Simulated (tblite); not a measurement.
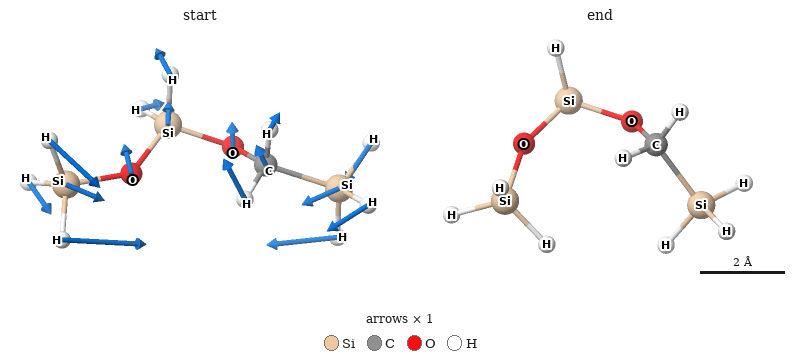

The structure of CH10O2Si3 before (left) and after (right) a relaxation, at one scale. The blue arrows give the displacements, at their true length.

The picture is a ball-and-stick view, seen at a tilt.

Computed with GFN2-xTB geometry optimisation, gas phase (tblite 0.8.0). 

Q: Summarise the run.

A: The largest move after the best rigid fit is that of an H atom, 2.26 Å. Largest moves by element: H 2.26 Å, Si 1.01 Å, O 0.82 Å, C 0.63 Å. Among the contacts that change: O–Si 1.666 → 1.615 Å, H–Si 1.479 → 1.450 Å, O–Si 1.645 → 1.623 Å, C–H 1.113 → 1.094 Å. Bond angles that change, for instance: Si–O–Si 138.6° → 154.9°, Si–C–O 115.9° → 106.0°, C–O–Si 119.1° → 128.8°. Groups turn about O–Si by about 160°, O–Si by about 160°, C–O by about 40°. The energy falls by 0.370 eV in 189 geometry steps. The run took 1.4 s on 1 thread of Arm Neoverse V1 (shared host).
